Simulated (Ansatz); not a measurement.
# AlAsH2+ (quartet): the correlation ladder, cc-pVTZ

Aim: climb from Hartree-Fock through coupled cluster for AlAsH2+ (quartet) at one geometry and basis, and see what each rung misses.

Computed with Ansatz 0.2.0, Gaussian basis. Level: cc-pVTZ, core rule «outside noble gas», up to 19 orbitals frozen.

The runs, in order: UHF; CCSD(T) on ROHF; CCSD(T) on UHF; BCCD(T) on ROHF; CCSDT(Q) on ROHF; CCSDT(Q) on UHF.

14 further runs of the same task are left out: 10 for a known fault of the program, 4 set aside as unsound or not needed. Runs told in other sessions of the task aren't counted.

### 1 The geometry

The geometry is a PBE0/def2-TZVP stationary point (not a proven minimum) of the parent state, kept for this charge and spin. No spin-orbit coupling is included. The filled d shell of As may be among the frozen orbitals whatever the setting's name suggests.

4 atoms, charge 1, spin multiplicity 4.

Atoms are counted from 1 here; the program's logs count them from 0.

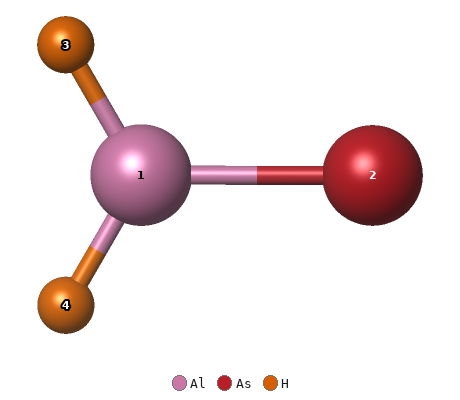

The structure; aluminium pink, arsenic red, hydrogen orange; atoms are numbered from 1 in the order of the file.

In the tables R marks a restricted open-shell determinant and U an unrestricted one; energies count from the table's Hartree-Fock row.

### 2 UHF

The input, in.yaml:

```yaml
crystal:
  periodic: [false, false, false]
  atoms:
    - {symbol: Al, position_ang: [0.000000, 0.000000, 1.740252]}
    - {symbol: As, position_ang: [0.000000, 0.000000, -0.694906]}
    - {symbol: H, position_ang: [0.000000, 1.375836, 2.534270]}
    - {symbol: H, position_ang: [0.000000, -1.375836, 2.534270]}
basis:
  gaussian: {orbitals: cc-pVTZ}
total_charge: 1
magnetization: {spin_polarized: true, initial_magnetization: 3}
hamiltonian: {xc: hf}
output: {orbitals: {seedname: orbitals}}
```

The run is started by

```
$ ansatz run in.yaml --threads 1 --pin off --events-out ev --progress --plain --max-ram 4096MiB --backend cpu
```

What it wrote:

```text
Functional definition: HF
  name "HF"
  cite "Fock, Z. Phys. 61, 126 (1930) doi:10.1007/BF01340294"
  parent pbe
  exchange = exact_x
  correlation = 0
942 factors; their error is unknown
mean field evaluation 1: about -67400.6203 eV, gradient 7.7e0 eV
mean field evaluation 2: about -67401.3512 eV, gradient 2.6e0 eV
mean field evaluation 4: about -67401.4831 eV, gradient 4.0e-1 eV
mean field evaluation 8: about -67401.4906 eV, gradient 1.3e-1 eV
mean field evaluation 16: about -67402.4348 eV, gradient 7.6e0 eV
mean field evaluation 32: about -67389.0004 eV, gradient 1.0e1 eV
mean field -67403.30564908 eV, -2477.0257950023 hartree, gradient 2.1e-5 eV, S^2 3.756598; 2 other end points of the search recorded, 0 dependent functions left out
reference -67403.30564908 eV, -2477.0257950023 hartree; 25, 22 occupied and 80, 83 virtual orbitals, 942 factors
Total energy: -67403.30564908 eV, -2477.0257950023 hartree
```

Wall time 3.9 s (1 thread of AMD EPYC 7R13, shared host).

From the report: ⟨S²⟩ of the determinant 3.757 (pure quartet: 3.75).

### 3 CCSD(T) on ROHF

in.yaml: that of step 2 with these lines changed.

```diff
@@ -10,4 +10,4 @@
 total_charge: 1
-magnetization: {spin_polarized: true, initial_magnetization: 3}
-hamiltonian: {xc: hf}
-output: {orbitals: {seedname: orbitals}}
+magnetization: {spin_polarized: false, initial_magnetization: 3}
+correlation: {method: ccsd_t, electrons: outside_noble_gas}
+output: {forces: true}
```

The run is started by

```
$ ansatz run in.yaml --threads 2 --pin off --events-out ev --progress --plain --max-ram 24576MiB --backend cuda --devices 0, --max-vram 18GiB
```

What it wrote, cut to the lines that bear on the results:

```text
Functional definition: HF
  name "HF"
  cite "Fock, Z. Phys. 61, 126 (1930) doi:10.1007/BF01340294"
  parent pbe
[...]
658 factors; integrals over basis functions are off by at most 9.5e-4 eV
[...]
mean field -67403.24969813 eV, -2477.0237388428 hartree, gradient 8.3e-6 eV, S^2 3.750000; 1 other end points of the search recorded, 0 dependent functions left out
[...]
determinant -67403.24969813 eV, -2477.0237388428 hartree, with singles and doubles -67408.05790027 eV, -2477.2004370120 hartree
determinant -67400.41153778 eV, -2476.9194383737 hartree, with singles and doubles -67405.84581207 eV, -2477.1191442701 hartree
19 core orbitals not correlated: weight in the atoms' cores, before any rotation towards them, 1.000 or more for the frozen orbitals, at most 0.000 for the correlated occupied ones
reference -67403.24969813 eV, -2477.0237388428 hartree; 6, 3 occupied and 80, 83 virtual orbitals, 658 factors
second order -3.84904870 eV of doubles, -0.01809653 eV of singles
cycle   1  -4.70859437 eV  change   -3.2e-1 eV  update   2.0e-2
[...]
cycle  11  -4.72410208 eV  change   -4.1e-7 eV  update   1.0e-6
perturbative correction -0.14535325 eV, -0.0053416332 hartree
[...]
Total energy: -67408.11915346 eV, -2477.2026880254 hartree
Atom 0 at     0.000000     0.000000     1.740252 Å, force     0.000000    -0.000000     2.701403 eV/Å
Atom 1 at     0.000000     0.000000    -0.694906 Å, force     0.000000    -0.000000    -1.333187 eV/Å
Atom 2 at     0.000000     1.375836     2.534270 Å, force    -0.000000     0.100145    -0.684108 eV/Å
Atom 3 at     0.000000    -1.375836     2.534270 Å, force    -0.000000    -0.100145    -0.684108 eV/Å
Dipole moment:    -0.000000    -0.000000     0.220877 e Å
```

It took 10 s on 1 × H100 (card shared with other runs) with 2 threads of AMD EPYC 7R13, shared host; peak host memory 0.96 GiB.

From the report: correlation -4.8695 eV; T1 0.022; largest double amplitude 0.04.

### 4 CCSD(T) on UHF

in.yaml: that of step 3 with these lines changed.

```diff
@@ -10,3 +10,3 @@
 total_charge: 1
-magnetization: {spin_polarized: false, initial_magnetization: 3}
+magnetization: {spin_polarized: true, initial_magnetization: 3}
 correlation: {method: ccsd_t, electrons: outside_noble_gas}
```

The command is unchanged.

What it wrote, cut to the lines that bear on the results:

```text
Functional definition: HF
  name "HF"
  cite "Fock, Z. Phys. 61, 126 (1930) doi:10.1007/BF01340294"
  parent pbe
[...]
658 factors; integrals over basis functions are off by at most 9.5e-4 eV
[...]
mean field -67403.30637493 eV, -2477.0258216766 hartree, gradient 8.4e-6 eV, S^2 3.756598; 1 other end points of the search recorded, 0 dependent functions left out
determinant -67403.30637493 eV, -2477.0258216766 hartree, with singles and doubles -67408.07711146 eV, -2477.2011430104 hartree
determinant -67400.98979079 eV, -2476.9406887797 hartree, with singles and doubles -67405.82492835 eV, -2477.1183768078 hartree
19 core orbitals not correlated: weight in the atoms' cores, before any rotation towards them, 1.000 or more for the frozen orbitals, at most 0.000 for the correlated occupied ones
reference -67403.30637493 eV, -2477.0258216766 hartree; 6, 3 occupied and 80, 83 virtual orbitals, 658 factors
second order -3.82904682 eV of doubles, -0.00000000 eV of singles
cycle   1  -4.67257869 eV  change   -3.1e-1 eV  update   2.0e-2
[...]
cycle  11  -4.68724198 eV  change   -3.5e-7 eV  update   1.1e-6
perturbative correction -0.14409718 eV, -0.0052954736 hartree
[...]
Total energy: -67408.13771409 eV, -2477.2033701158 hartree
Atom 0 at     0.000000     0.000000     1.740252 Å, force     0.000000     0.000000     2.699655 eV/Å
Atom 1 at     0.000000     0.000000    -0.694906 Å, force    -0.000000    -0.000000    -1.329926 eV/Å
Atom 2 at     0.000000     1.375836     2.534270 Å, force    -0.000000     0.099023    -0.684865 eV/Å
Atom 3 at     0.000000    -1.375836     2.534270 Å, force     0.000000    -0.099023    -0.684865 eV/Å
Dipole moment:    -0.000000    -0.000000     0.220408 e Å
```

Wall time 11 s (1 × H100 (card shared with other runs) with 2 threads of AMD EPYC 7R13, shared host); peak host memory 0.96 GiB.

From the report: ⟨S²⟩ of the determinant 3.757 (pure quartet: 3.75); correlation -4.8313 eV; T1 0.018; largest double amplitude 0.04.

### 5 BCCD(T) on ROHF

in.yaml: that of step 4 with these lines changed.

```diff
@@ -10,4 +10,3 @@
 total_charge: 1
-magnetization: {spin_polarized: true, initial_magnetization: 3}
-correlation: {method: ccsd_t, electrons: outside_noble_gas}
-output: {forces: true}
+magnetization: {spin_polarized: false, initial_magnetization: 3}
+correlation: {method: bccd_t, electrons: outside_noble_gas}
```

Same command.

What it wrote, cut to the lines that bear on the results:

```text
Functional definition: HF
  name "HF"
  cite "Fock, Z. Phys. 61, 126 (1930) doi:10.1007/BF01340294"
  parent pbe
[...]
658 factors; integrals over basis functions are off by at most 9.5e-4 eV
[...]
mean field -67403.24969813 eV, -2477.0237388428 hartree, gradient 8.3e-6 eV, S^2 3.750000; 1 other end points of the search recorded, 0 dependent functions left out
[...]
determinant -67403.24969813 eV, -2477.0237388428 hartree, with singles and doubles -67408.05790027 eV, -2477.2004370120 hartree
determinant -67400.41153778 eV, -2476.9194383737 hartree, with singles and doubles -67405.84581207 eV, -2477.1191442701 hartree
19 core orbitals not correlated: weight in the atoms' cores, before any rotation towards them, 1.000 or more for the frozen orbitals, at most 0.000 for the correlated occupied ones
reference -67403.24969813 eV, -2477.0237388428 hartree; 6, 3 occupied and 80, 83 virtual orbitals, 658 factors
second order -3.84904870 eV of doubles, -0.01809653 eV of singles
cycle   1  -4.71161923 eV  change   -3.2e-1 eV  update   2.1e-2
[...]
cycle   9  -4.72141998 eV  change    1.7e-6 eV  update   1.1e-5
perturbative correction -0.14869820 eV, -0.0054645582 hartree
Total energy: -67408.11981632 eV, -2477.2027123851 hartree
```

It took 6 s on 1 × H100 (card shared with other runs) with 2 threads of AMD EPYC 7R13, shared host; peak host memory 0.81 GiB.

From the report: correlation -4.8701 eV; largest double amplitude 0.04.

### 6 CCSDT(Q) on ROHF

in.yaml: that of step 5 with these lines changed.

```diff
@@ -11,2 +11,2 @@
 magnetization: {spin_polarized: false, initial_magnetization: 3}
-correlation: {method: bccd_t, electrons: outside_noble_gas}
+correlation: {method: ccsdt_q, electrons: outside_noble_gas}
```

Launched as before.

What it wrote, cut to the lines that bear on the results:

```text
Functional definition: HF
  name "HF"
  cite "Fock, Z. Phys. 61, 126 (1930) doi:10.1007/BF01340294"
  parent pbe
[...]
1228 factors; integrals over basis functions are off by at most 2.1e-7 eV
[...]
mean field -67403.24970675 eV, -2477.0237391593 hartree, gradient 2.5e-6 eV, S^2 3.750000; 1 other end points of the search recorded, 0 dependent functions left out
[...]
determinant -67403.24970675 eV, -2477.0237391593 hartree, with singles and doubles -67408.05791681 eV, -2477.2004376201 hartree
determinant -67400.41154517 eV, -2476.9194386450 hartree, with singles and doubles -67405.84582703 eV, -2477.1191448201 hartree
19 core orbitals not correlated: weight in the atoms' cores, before any rotation towards them, 1.000 or more for the frozen orbitals, at most 0.000 for the correlated occupied ones
reference -67403.24970675 eV, -2477.0237391593 hartree; 6, 3 occupied and 80, 83 virtual orbitals, 1228 factors
second order -3.84906041 eV of doubles, -0.01809669 eV of singles
cycle   1  -4.47376107 eV  change   -6.1e-1 eV  update   7.2e-2
[...]
cycle  17  -4.90081112 eV  change    2.1e-7 eV  update   6.1e-7
perturbative correction -0.00531167 eV, -0.0001952001 hartree
Total energy: -67408.15582953 eV, -2477.2040358462 hartree
```

Run time: 17 s. Hardware: 1 × H100 (card shared with other runs) with 2 threads of AMD EPYC 7R13, shared host; peak host memory 0.9 GiB.

From the report: correlation -4.9061 eV; T1 0.024; largest double amplitude 0.04.

### 7 CCSDT(Q) on UHF

in.yaml: that of step 6 with these lines changed.

```diff
@@ -10,3 +10,3 @@
 total_charge: 1
-magnetization: {spin_polarized: false, initial_magnetization: 3}
+magnetization: {spin_polarized: true, initial_magnetization: 3}
 correlation: {method: ccsdt_q, electrons: outside_noble_gas}
```

Launched as before.

What it wrote, cut to the lines that bear on the results:

```text
Functional definition: HF
  name "HF"
  cite "Fock, Z. Phys. 61, 126 (1930) doi:10.1007/BF01340294"
  parent pbe
[...]
1228 factors; integrals over basis functions are off by at most 2.1e-7 eV
[...]
mean field -67403.30638371 eV, -2477.0258219995 hartree, gradient 1.0e-6 eV, S^2 3.756598; 1 other end points of the search recorded, 0 dependent functions left out
determinant -67403.30638371 eV, -2477.0258219995 hartree, with singles and doubles -67408.07712787 eV, -2477.2011436136 hartree
determinant -67400.98979912 eV, -2476.9406890861 hartree, with singles and doubles -67405.82494188 eV, -2477.1183773048 hartree
19 core orbitals not correlated: weight in the atoms' cores, before any rotation towards them, 1.000 or more for the frozen orbitals, at most 0.000 for the correlated occupied ones
reference -67403.30638371 eV, -2477.0258219995 hartree; 6, 3 occupied and 80, 83 virtual orbitals, 1228 factors
second order -3.82905825 eV of doubles, -0.00000000 eV of singles
cycle   1  -4.43879540 eV  change   -6.1e-1 eV  update   7.2e-2
[...]
cycle  17  -4.86278612 eV  change    1.7e-7 eV  update   5.2e-7
perturbative correction -0.00548134 eV, -0.0002014354 hartree
Total energy: -67408.17465117 eV, -2477.2047275288 hartree
```

Wall time 13 s (1 × H100 (card shared with other runs) with 2 threads of AMD EPYC 7R13, shared host); peak host memory 0.88 GiB.

From the report: ⟨S²⟩ of the determinant 3.757 (pure quartet: 3.75); correlation -4.8683 eV; T1 0.020; largest double amplitude 0.04.

### 8 The ladder

The yardstick is UCCSDT(Q), where the cluster series has nearly closed. Rows without a time are mean-field rows or come out of runs for another level: lower rungs of the coupled-cluster runs, or the Hartree-Fock search. The times of RCCSD(T), UCCSD(T) include forces.

Differences are taken before rounding.

| method | energy from the lowest ROHF (kcal/mol) | from UCCSDT(Q) (kcal/mol) | time |
| --- | --- | --- | --- |
| ROHF | 0.00 | +113.57 |  |
| UHF | -1.31 | +112.27 |  |
| RMP2 | -89.18 | +24.39 |  |
| UMP2 | -89.61 | +23.97 |  |
| RCCSD | -108.94 | +4.63 |  |
| UCCSD | -109.40 | +4.17 |  |
| RCCSD(T) | -112.29 | +1.28 | 10 s |
| UCCSD(T) | -112.72 | +0.85 | 11 s |
| BCCD(T) | -112.31 | +1.26 | 6 s |
| RCCSDT | -113.02 | +0.56 |  |
| UCCSDT | -113.45 | +0.13 |  |
| RCCSDT(Q) | -113.14 | +0.43 | 17 s |
| UCCSDT(Q) | -113.57 | 0 | 13 s |

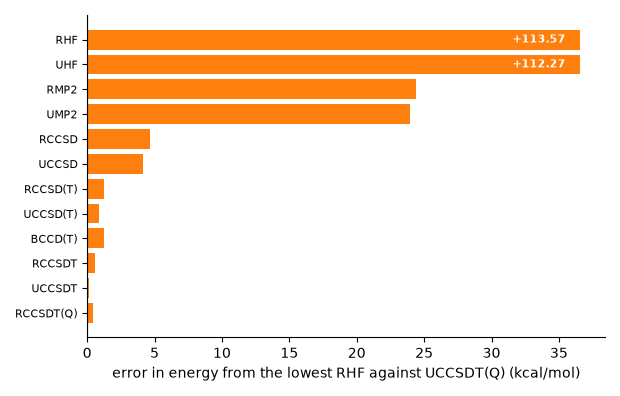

How far each level lands from UCCSDT(Q). Bars with a number in them are cut short.

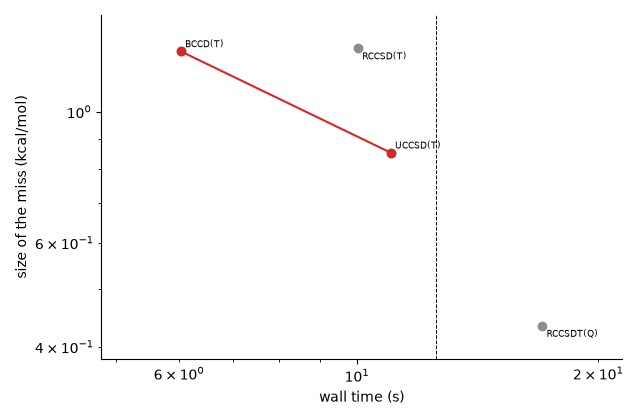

Miss against cost. Red marks the levels that no quicker level drawn beats (of those quicker than the yardstick), and the dashed line is the time of UCCSDT(Q). Times are from a shared host.

### 9 Outcome

```
                         quantity                                value
    UCCSDT(Q) from the ROHF energy                           -4.9250 eV
              RMP2 from UCCSDT(Q)                      +24.39 kcal/mol
              UMP2 from UCCSDT(Q)                      +23.97 kcal/mol
             RCCSD from UCCSDT(Q)                       +4.63 kcal/mol
          RCCSD(T) from UCCSDT(Q)                       +1.28 kcal/mol
          UCCSD(T) from UCCSDT(Q)                       +0.85 kcal/mol
         RCCSDT(Q) from UCCSDT(Q)                       +0.43 kcal/mol
levels within 1 kcal/mol (43 meV)  UCCSD(T), RCCSDT, UCCSDT, RCCSDT(Q)
                    T1 diagnostic                                0.022
```

**Reading.** RCCSD(T) misses by +1.28 kcal/mol, 1.1 % of the correlation energy. These misses are within one basis, not against nature; the frozen cores of restricted and unrestricted runs differ, which can shift their rows.

UCCSD(T) reaches 0.85 kcal/mol from the reference in 11 s, where UCCSDT(Q) took 13 s; the quickest level in the cost chart, BCCD(T), takes 6 s and misses by 1.26 kcal/mol.
